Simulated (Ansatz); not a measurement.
A relaxed structure of AlN. Space group F-43m (No. 216), zinc blende type. Computed with PBEsol (plane waves to 420 eV, PAW, scalar-relativistic; Ansatz, an electronic-structure program).

```cif
data_AlN
_chemical_formula_sum 'Al1 N1'
_space_group_name_H-M_alt 'P 1'
_space_group_IT_number 1
_cell_length_a 3.09545
_cell_length_b 3.09545
_cell_length_c 3.09545
_cell_angle_alpha 60.000
_cell_angle_beta 60.000
_cell_angle_gamma 60.000
loop_
_space_group_symop_operation_xyz
  'x, y, z'
loop_
_atom_site_label
_atom_site_type_symbol
_atom_site_fract_x
_atom_site_fract_y
_atom_site_fract_z
_atom_site_occupancy
Al1 Al 0.25000 0.25000 0.25000 1
N1 N 0.00000 0.00000 0.00000 1
```

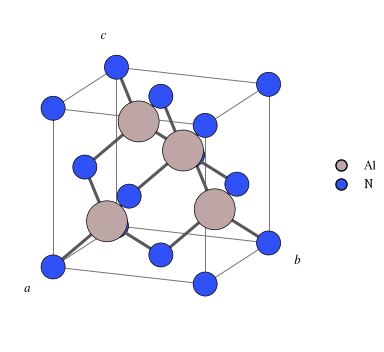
*The conventional cell of the relaxed structure*

- Volume per atom = 10.49 Å³
- Density = 3.25 g/cm³
- Band gap = 3.19 eV, indirect (valence top at or next to Γ, conduction bottom at X) (no spin-orbit coupling)
- Smallest direct gap = 4.06 eV at Γ
- Shortest distances = Al–N 1.90 Å; Al–Al 3.10 Å; N–N 3.10 Å
- k-mesh = 13×13×13

No spin polarisation in the result.

Measured for AlN: a 4.368 Å (static lattice; corrected from measurement; as listed in Daniel Mejia-Rodriguez, S. B. Trickey, Phys. Rev. B (2018)); gap 5.34 eV (as listed in Daiki Deguchi et al., Japanese Journal of Applied Physics (2016)). Computed minus measured — a: PBEsol +0.2 %; gap: PBEsol -2.15 eV. The computed values are for a static lattice, and a measured gap can be an optical one, lowered by exciton binding.

It was reached from a disturbed copy of a Pm-3m (No. 221) cell (CsCl type), against which it lies -1.64 eV/atom.
